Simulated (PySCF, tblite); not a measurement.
# SiF4, a small molecule taken as a stand-in for a surface group: NMR shifts, core binding energies and electronic excitations

What NMR shifts, core binding energies and electronic excitations should one expect for `F[Si](F)(F)F`?

Computed with tblite 0.8.0 and PySCF 2.14.0; each step states its level. No surroundings beyond the atoms listed, unless a continuum is named. Atoms count from 0, parts from 1.

## (1) Starting point

5 atoms, charge 0, multiplicity 1; geometry: distance geometry start.

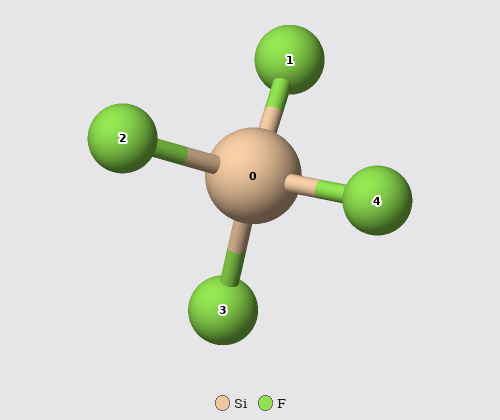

The starting geometry (silicon light orange, fluorine green), atoms numbered.

## (2) Relaxing the cluster with GFN2-xTB

What the job is given:

```
{"job": {"kind": "relax", "xc": "GFN2-xTB", "basis": "xTB"}, "charge": 0, "multiplicity": 1}
Si    -0.330694     1.318940     0.135943
F      1.169681     0.784300     0.640024
F     -0.326295     1.645794    -1.521464
F     -1.475598     0.114366     0.432854
F     -0.738249     2.683423     1.006098
```

With the program's defaults for keys left out, this is: GFN2-xTB geometry optimisation, gas phase.

The run is started by

```bash
$ OMP_NUM_THREADS=1 python cluster_run.py task.json out
```

One launch serves the whole session: the jobs run in the order shown.

Standard output:

```text
step      E/eV     max force
  0    -567.83077    3.310
  1    -568.32642    2.413
  2    -568.46823    2.805
  3    -568.65060    0.661
  4    -568.66417    0.154
  5    -568.66479    0.044
  6    -568.66491    0.043
  7    -568.66564    0.024
  8    -568.66567    0.016
  9    -568.66569    0.021
 10    -568.66572    0.029
 11    -568.66577    0.030
 12    -568.66581    0.017
 13    -568.66582    0.004
```

Run time: 0.27 s. Hardware: 1 thread of Arm Neoverse N1, shared host.

Relaxation path:

```tsv
step	energy from step 0 (eV)	largest force (eV/Å)
0	0.0000	3.3101
1	-0.4956	2.4134
2	-0.6375	2.8054
3	-0.8198	0.6611
4	-0.8334	0.1536
5	-0.8340	0.0447
6	-0.8341	0.0429
7	-0.8349	0.0239
8	-0.8349	0.0161
9	-0.8349	0.0208
10	-0.8349	0.0287
11	-0.8350	0.0298
12	-0.8350	0.0171
13	-0.8351	0.0044
```

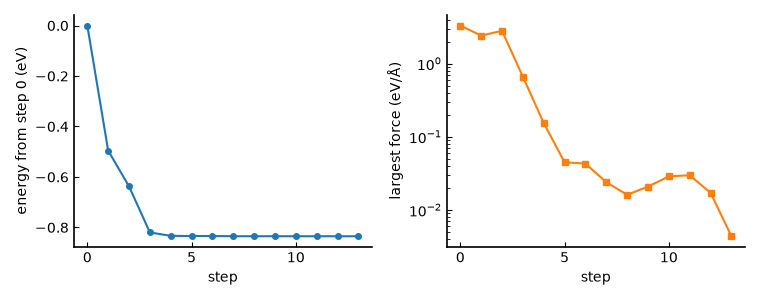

Energy and force, step by step.

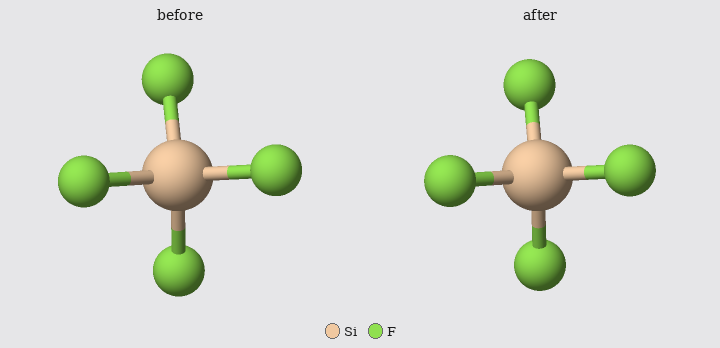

Before and after, at one scale.

Distances of close pairs at the start and the end, largest changes first:

```tsv
bond	before (Å)	after (Å)	change (Å)
Si0–F2	1.689	1.566	-0.123
Si0–F3	1.688	1.566	-0.122
Si0–F1	1.671	1.566	-0.105
Si0–F4	1.669	1.566	-0.103
```

## (3) Geometry optimisation at PBE0-D3(BJ)/def2-SVP

What the job is given:

```
{"job": {"xc": "PBE0", "basis": "def2-SVP", "d3": "d3bj", "grid": 2, "kind": "geom", "shake": 0.01}, "charge": 0, "multiplicity": 1}
Si     0.020395    -0.025571     0.004201
F      1.408873    -0.500953     0.450433
F      0.005510     0.319929    -1.540891
F     -1.026731    -1.115755     0.277462
F     -0.383098     1.285525     0.788090
```

Standard output:

```text
step   0  E = -688.20034678  max force = 0.042972
step   1  E = -688.20481815  max force = 0.004027
step   2  E = -688.20494043  max force = 0.001216
step   3  E = -688.20495367  max force = 0.000264
optimisation converged
```

Wall time 14 s (1 thread of Arm Neoverse N1, shared host); peak memory 0.38 GiB.

The steps of the relaxation:

```tsv
step	energy from step 0 (eV)	largest force component (eV/Å)
0	0.0000	2.2097
1	-0.1217	0.2071
2	-0.1250	0.0625
3	-0.1254	0.0136
```

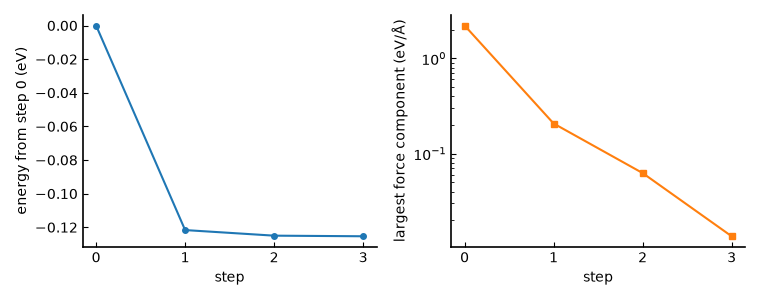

Energy and force, step by step.

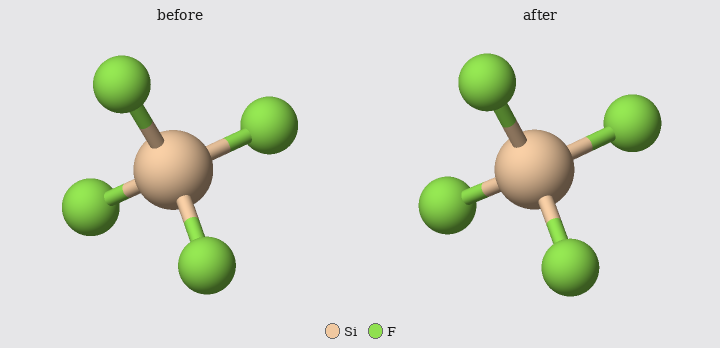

Before and after, at one scale.

Close pairs (by a distance rule), those that changed most:

```tsv
bond	before (Å)	after (Å)	change (Å)
Si0–F1	1.534	1.586	+0.052
Si0–F3	1.536	1.585	+0.049
Si0–F4	1.580	1.586	+0.006
Si0–F2	1.583	1.586	+0.003
```

The end geometry stands in the next job.

```tsv
at the end point	value
point group (found at 0.08 Å tolerance)	Td
rotational constants (GHz, main isotopes)	3.973, 3.966, 3.961
dipole moment (D)	0.02
```

## (4) Nuclear shieldings: PBE0/pcSseg-2

What the job is given:

```
{"job": {"kind": "nmr", "xc": "PBE0", "basis": "pcSseg-2"}, "charge": 0, "multiplicity": 1}
Si    -0.012266     0.013449     0.011997
F      1.414922    -0.503504     0.472239
F      0.027111     0.382196    -1.530079
F     -1.093116    -1.120926     0.254302
F     -0.404497     1.299425     0.852603
```

Level: GIAO PBE0/pcSseg-2 NMR shielding, non-relativistic, gas phase.

Standard output:

```text
coarse grid: 5968 points
cycle   1  E = -688.7034766162  dE =  5.050e-01  |g| = 9.646e-01  |ddm| = 1.970e+00
cycle   2  E = -688.5655820989  dE =  1.379e-01  |g| = 1.406e+00  |ddm| = 9.807e-01
cycle   3  E = -688.8399368829  dE = -2.744e-01  |g| = 2.330e-02  |ddm| = 5.746e-01
cycle   4  E = -688.8399925807  dE = -5.570e-05  |g| = 8.740e-03  |ddm| = 1.718e-02
cycle   5  E = -688.8400012375  dE = -8.657e-06  |g| = 5.274e-04  |ddm| = 4.245e-03
final grid: 58344 points
cycle   6  E = -688.8379269121  dE = -5.184e-05  |g| = 2.238e-03  |ddm| = 1.141e-02
cycle   7  E = -688.8379267631  dE =  1.490e-07  |g| = 2.144e-03  |ddm| = 1.294e-03
cycle   8  E = -688.8379273403  dE = -5.772e-07  |g| = 5.644e-04  |ddm| = 9.250e-04
cycle   9  E = -688.8379273815  dE = -4.122e-08  |g| = 7.320e-05  |ddm| = 1.924e-04
cycle  10  E = -688.8379273819  dE = -3.229e-10  |g| = 5.111e-05  |ddm| = 4.177e-05
cycle  11  E = -688.8379273822  dE = -3.522e-10  |g| = 1.899e-06  |ddm| = 1.769e-05
converged SCF energy = -688.8379273822

GIAO shielding tensors (ppm)
atom      isotropic    diamagn.    paramagn.     s11        s22        s33       span
  0 Si     450.103     873.623    -423.521    449.871    450.044    450.393      0.522
  1 F      342.382     465.506    -123.125    302.554    302.600    421.991    119.437
  2 F      342.366     465.509    -123.143    302.582    302.669    421.849    119.268
  3 F      342.393     465.494    -123.100    302.679    302.769    421.731    119.052
  4 F      342.370     465.464    -123.095    302.674    302.742    421.693    119.020
```

It took 22 s on 1 thread of Arm Neoverse N1, shared host; peak memory 0.73 GiB.

The references, computed at this level on geometries of the same kind, shield at (ppm): 29Si TMS 341.3, 19F CFCl3 175.8. Their shielding less the atom's gives the shift. The references are single molecules in the gas phase, so shifts against H2O, NH3, PH3, H3PO4 or CFCl3 are not on the usual liquid scales and can be off by tens of ppm. Atoms listed in one row are averaged.

```tsv
atoms	environment	σ (ppm)	δ (ppm)
Si0	silicon bonded to 4 F	450.1	-108.8
F1, F2, F3, F4	fluorine bonded to Si	342.4	-166.6
```

The run also stored atomic charges by several schemes (e):

```tsv
atoms	Mulliken	IAO	Hirshfeld	ESP fit
Si0	1.49	2.05	0.70	1.21
F1, F2, F3, F4	-0.37	-0.51	-0.18	-0.30
```

Mulliken charges:

```tsv
atom	value (e)
Si0	1.49
F1	-0.37
F2	-0.37
F3	-0.37
F4	-0.37
```

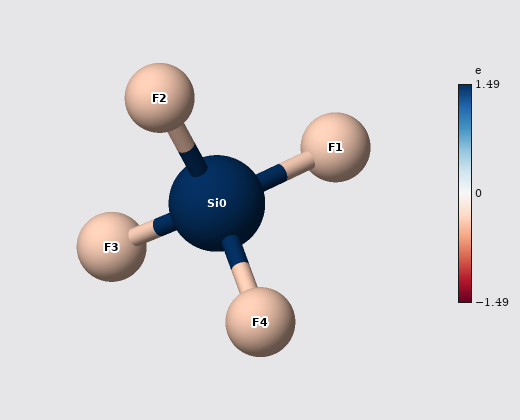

Mulliken charges, as colours on the atoms.

Mayer bond orders: Si0–F1 1.02, Si0–F2 1.02, Si0–F3 1.02, Si0–F4 1.02.

Orbitals, density, ELF and potential are computed afterwards from the orbital file.

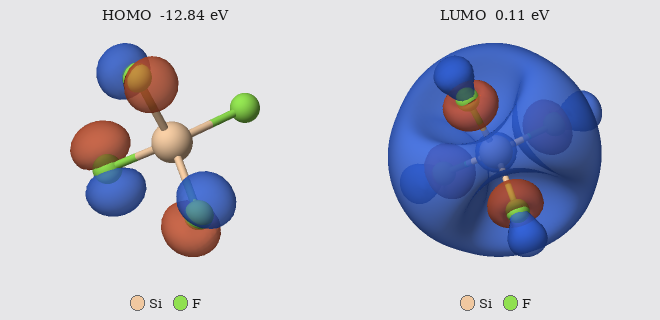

Frontier orbitals at PBE0/pcSseg-2; each surface holds 70 % of the orbital's density, blue and red mark the sign.

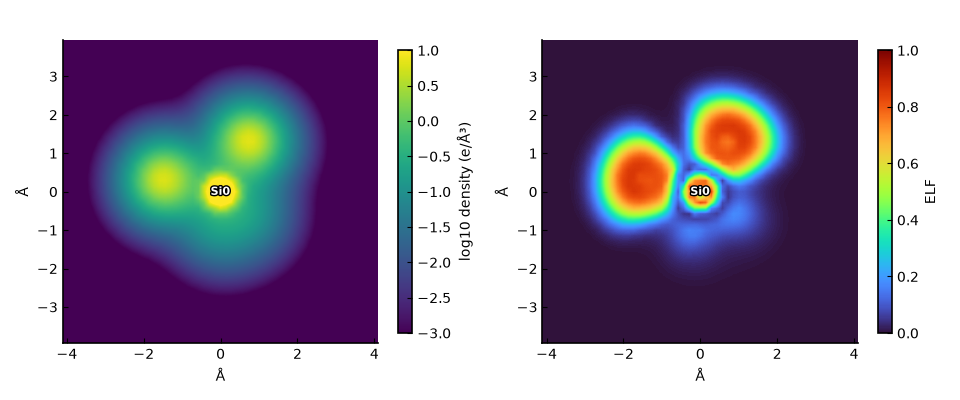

Density (left) and ELF (right) in a plane through or near 1 of the atoms.

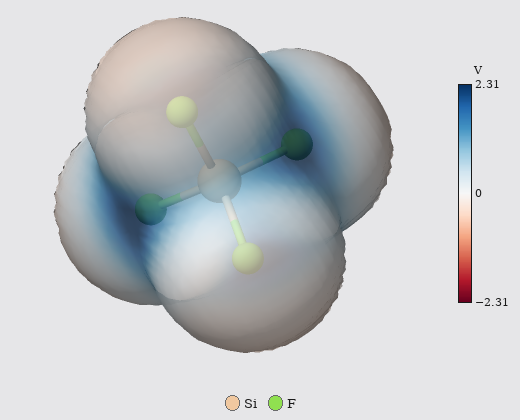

The potential that a unit positive charge feels on the 0.002 e/bohr³ surface, from the 1st to the 99th percentile, from -0.33 V near F4 to 2.31 V near Si0.

## (5) X-ray photoelectron lines: SCAN, X2C

Settings changed since step 4:

```diff
@@ -1,2 +1,2 @@
-{"job": {"kind": "nmr", "xc": "PBE0", "basis": "pcSseg-2"}, "charge": 0, "multiplicity": 1}
+{"job": {"kind": "xps", "holes": 5}, "charge": 0, "multiplicity": 1}
 Si    -0.012266     0.013449     0.011997
```

Method: delta-SCF UKS SCAN, pcX-2 on the ionised atom, pcseg-1 elsewhere, spin-free X2C.

Standard output:

```text
ground state, core basis on atom 0 (Si), 116 functions
  cycle   1  E = -689.86198585  |g| = 9.00e-01
  cycle   2  E = -689.62469122  |g| = 1.56e+00
  cycle   3  E = -689.98693743  |g| = 1.80e-02
  cycle   4  E = -689.98696940  |g| = 4.38e-03
  cycle   5  E = -689.98696730  |g| = 6.03e-03
  cycle   6  E = -689.98697259  |g| = 5.82e-04
  cycle   7  E = -689.98697259  |g| = 4.14e-05
  E(ground) = -689.95753286 Eh
hole in Si 2p of atom 0
  cycle   1  E = -685.57428022  |g| = 1.24e+00
  cycle   2  E = -685.46089907  |g| = 1.19e+00
  cycle   3  E = -685.75677058  |g| = 5.37e-01
  cycle   4  E = -685.84838479  |g| = 5.79e-02
  cycle   5  E = -685.84910532  |g| = 1.66e-02
  cycle   6  E = -685.84918976  |g| = 7.18e-03
  cycle   7  E = -685.84919269  |g| = 6.44e-03
  cycle   8  E = -685.84920652  |g| = 1.95e-04
  E(ion) = -685.83423240 Eh   <S^2> = 0.7510   hole on atom = 1.003   binding energy = 112.201 eV
  2p3/2 = 111.994 eV   2p1/2 = 112.620 eV
ground state, core basis on atom 1 (F), 105 functions
  cycle   1  E = -689.89342113  |g| = 1.33e-01
  cycle   2  E = -689.89213098  |g| = 1.18e-01
  cycle   3  E = -689.89363277  |g| = 6.13e-02
  cycle   4  E = -689.89415865  |g| = 7.84e-03
  cycle   5  E = -689.89417016  |g| = 1.44e-03
  cycle   6  E = -689.89416957  |g| = 1.23e-04
  E(ground) = -689.90887765 Eh
hole in F 1s of atom 1
  cycle   1  E = -663.49204106  |g| = 2.58e+00
  cycle   2  E = -663.50801761  |g| = 2.09e+00
  cycle   3  E = -664.31955761  |g| = 3.98e-01
  cycle   4  E = -664.32527715  |g| = 3.50e-01
  cycle   5  E = -664.36391842  |g| = 2.10e-02
  cycle   6  E = -664.36405712  |g| = 4.90e-03
  cycle   7  E = -664.36406696  |g| = 1.85e-03
  cycle   8  E = -664.36406621  |g| = 1.59e-03
  cycle   9  E = -664.36406780  |g| = 1.96e-04
  E(ion) = -664.38713916 Eh   <S^2> = 0.7565   hole on atom = 1.000   binding energy = 694.482 eV
```

Run time: 9.5 s. Hardware: 1 thread of Arm Neoverse N1, shared host; peak memory 0.44 GiB.

Binding energies by hole, beside the orbital energy of the ground state; the difference holds orbital relaxation and, for a density functional, its self-interaction error:

```tsv
hole	stands for	environment	ΔSCF (eV; 2p as the shell's mean)	−ε (eV)	⟨S²⟩
Si2p on Si0	Si0	silicon bonded to 4 F	112.20	100.2	0.751
F1s on F1	F1, F2, F3, F4	fluorine bonded to Si	694.48	668.0	0.757
```

Each hole run stands for the others of its class of like atoms.

With the spin-orbit splitting: Si0 2p3/2 111.99, 2p1/2 112.62 eV. The table gives each 2p level as the mean over the whole 2p shell (two parts 2p3/2, one part 2p1/2), which differs a little from the single hole in the log.

## (6) Excited states and response: CAM-B3LYP/def2-SVPD

Settings changed since step 5:

```diff
@@ -1,2 +1,2 @@
-{"job": {"kind": "xps", "holes": 5}, "charge": 0, "multiplicity": 1}
+{"job": {"kind": "uv", "xc": "CAM-B3LYP", "basis": "def2-SVPD", "nstates": 6, "ntriplets": 2, "ip": true}, "charge": 0, "multiplicity": 1}
 Si    -0.012266     0.013449     0.011997
```

Method: TDDFT CAM-B3LYP/def2-SVPD, vertical, gas phase, core orbitals frozen in the response.

Standard output:

```text
coarse grid: 5968 points
cycle   1  E = -688.4558318158  dE =  4.609e-01  |g| = 8.708e-01  |ddm| = 3.161e+00
cycle   2  E = -688.4175208422  dE =  3.831e-02  |g| = 1.056e+00  |ddm| = 2.433e+00
cycle   3  E = -688.5873813214  dE = -1.699e-01  |g| = 4.509e-02  |ddm| = 9.440e-01
cycle   4  E = -688.5877009095  dE = -3.196e-04  |g| = 4.717e-03  |ddm| = 9.806e-02
cycle   5  E = -688.5877091949  dE = -8.285e-06  |g| = 3.604e-04  |ddm| = 2.002e-02
final grid: 58344 points
cycle   6  E = -688.6667763888  dE = -8.427e-06  |g| = 2.360e-03  |ddm| = 1.327e-02
cycle   7  E = -688.6667761181  dE =  2.708e-07  |g| = 2.773e-03  |ddm| = 2.894e-03
cycle   8  E = -688.6667772498  dE = -1.132e-06  |g| = 7.321e-05  |ddm| = 1.779e-03
cycle   9  E = -688.6667772508  dE = -9.875e-10  |g| = 3.006e-05  |ddm| = 2.756e-04
converged SCF energy = -688.6667772508

Static polarisability (au): isotropic 22.975, principal 22.958 22.974 22.994

Singlet excitations
state   eV       nm        f      main configurations
  1  10.9148    113.6   0.00000   H->L 0.91
  2  10.9158    113.6   0.00000   H-1->L 0.81, H-2->L 0.10
  3  10.9172    113.6   0.00000   H-2->L 0.80, H-1->L 0.10
  4  12.0527    102.9   0.21211   H-3->L 0.88
  5  12.0537    102.9   0.15702   H-4->L 0.62, H-6->L 0.17
  6  12.0584    102.8   0.02786   H-6->L 0.60, H-7->L 0.14, H-4->L 0.10

Triplet excitations (Tamm-Dancoff, eV): 10.5635 10.5637
Vertical ionisation energy (delta-SCF) = 16.0260 eV
```

Wall time 31 s (1 thread of Arm Neoverse N1, shared host); peak memory 0.52 GiB.

The orbitals next to the gap, with their largest atomic shares:

```tsv
orbital	eV	atoms
HOMO−3	-15.48	F2 24 %, F1 24 %, F3 22 %
HOMO−2	-14.56	F1 37 %, F2 31 %, F3 29 %
HOMO−1	-14.55	F4 38 %, F1 36 %, F2 15 %
HOMO	-14.55	F4 35 %, F3 35 %, F2 29 %
LUMO	0.17	Si0 63 %, F1 9 %, F2 9 %
LUMO+1	2.58	F4 25 %, F3 24 %, F1 20 %
LUMO+2	2.58	F2 25 %, F3 22 %, F4 22 %
```

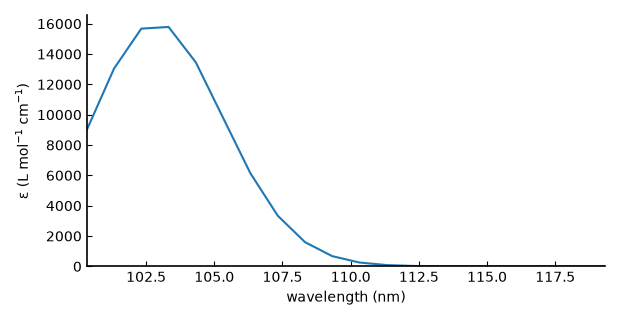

Absorption spectrum: each of the 6 states is a Gaussian band of 0.4 eV half-width at 1/e. Beyond the last state computed it falls off for lack of states.

Ground-state properties from the same run:

```tsv
property	computed
dipole moment (D)	0.02
polarisability (Å³)	3.40
HOMO–LUMO gap (eV)	14.72
−ε(HOMO) (eV)	14.55
```

## (7) What came out

```
                                                                 quantity                         value
                                                              point group                            Td
                                     rotational constants (main isotopes)          3.97, 3.97, 3.96 GHz
                                  29Si shifts against TMS (PBE0/pcSseg-2)                    -108.8 ppm
19F shifts against CFCl3 (PBE0/pcSseg-2, means over atoms taken as alike)                    -166.6 ppm
                                    surface potential, 1st and 99th percentile            -0.33 V and 2.31 V
                                        Si2p binding energies, SCAN/pcX-2                 Si0 112.20 eV
                                         F1s binding energies, SCAN/pcX-2                  F1 694.48 eV
                                     lowest singlet (CAM-B3LYP/def2-SVPD)  10.91 eV (114 nm), f = 0.000
                                 brightest single state of those computed  state 4, 12.05 eV, f = 0.212
                                                           lowest triplet                      10.56 eV
                                        vertical ionisation energy (ΔSCF)                      16.03 eV
```

In words: Relaxing lowered the energy by 0.125 eV in 3 steps; the close pair that moved most is Si0–F1, from 1.534 to 1.586 Å (PBE0/def2-SVP). At PBE0/pcSseg-2: The widest tensor belongs to F1, F2, F3, F4: span 119 ppm, with a paramagnetic part of -123 ppm. The lowest singlet, at 10.91 eV, is HOMO→LUMO 0.91 and is dark; of the 6 states computed, the strongest absorption comes from states 4 to 6 together at 12.05 eV (the last computed, so partners may be missing). The lowest triplet lies 0.35 eV below the lowest singlet (triplets in Tamm-Dancoff, singlets in full TDDFT). The orbital energy would give 14.55 eV for ionisation, ΔSCF gives 16.03 eV.
